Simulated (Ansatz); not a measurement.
In···In···In (charge −1, quintet)

```xyz
3

In    1.6660    0.6822    0.1243
In   -1.4301    1.1004    0.0278
In   -0.2359   -1.7826   -0.1521
```

Geometry: PBE-D4/def2-SVPD; core potentials replace the inner electrons of In.

All numbers below come from UKS PBE0-D4/def2-TZVPD in Ansatz 0.2.0.

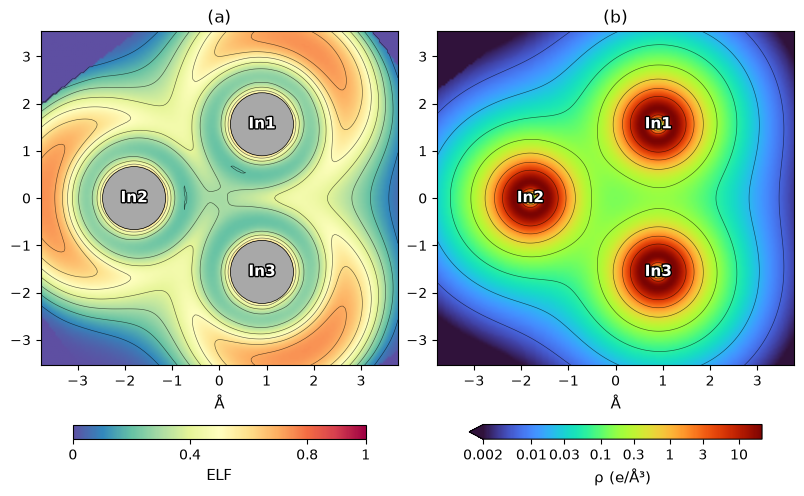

Figure 1. (a) electron localisation function; (b) electron density on the molecular plane. Grey discs cover the atomic cores in the ELF map.

Q: Describe what can be read from this map.

A:
- The section cuts through In sites.
- In1···In3 (3.13 Å): the density falls to about 0.18 e/Å³ on the way; the ELF dips to about 0.20 between them.
- In–In (3.13 Å): the density is about 0.18 e/Å³ at the midpoint; the ELF is about 0.35 at the midpoint.

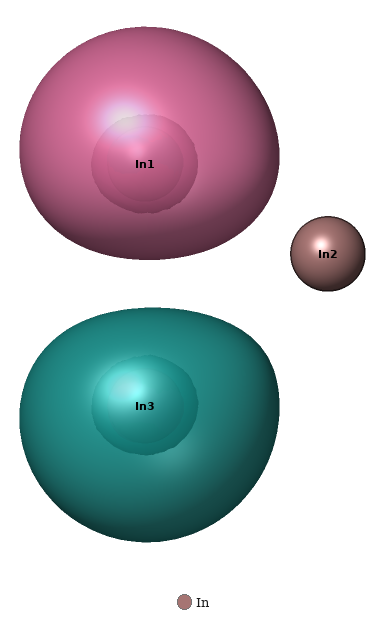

Figure 2. The HOMO (β) at ±0.1 Å⁻³ᐟ² (teal and pink are the two phases), seen at a tilt.

Q: Describe this orbital and give its energy.

A: It lies mainly on In1 (about 45 %), In3 (about 45 %) and In2 (about 5 %); it is symmetric in the molecular plane (an in-plane orbital: σ, lone-pair or in-plane π type). It is one of a degenerate set, so its orientation is arbitrary. Its energy is −3.44 eV.

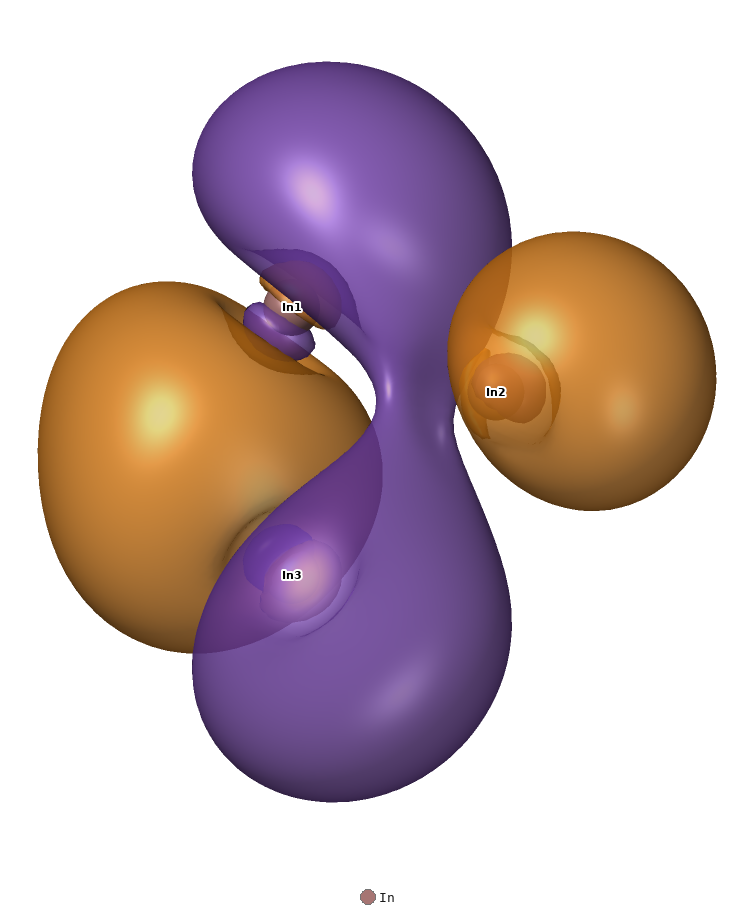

Figure 3. The HOMO (α) at ±0.05 Å⁻³ᐟ² (orange and purple are the two phases), seen at a tilt.

Q: Describe this orbital and give its energy.

A: Its weight (Hirshfeld) is mainly on In1 (about 40 %), In3 (about 40 %) and In2 (about 20 %); it is symmetric in the molecular plane (an in-plane orbital: σ, lone-pair or in-plane π type). It is one of a degenerate set, so its orientation is arbitrary. Its energy is −0.14 eV.
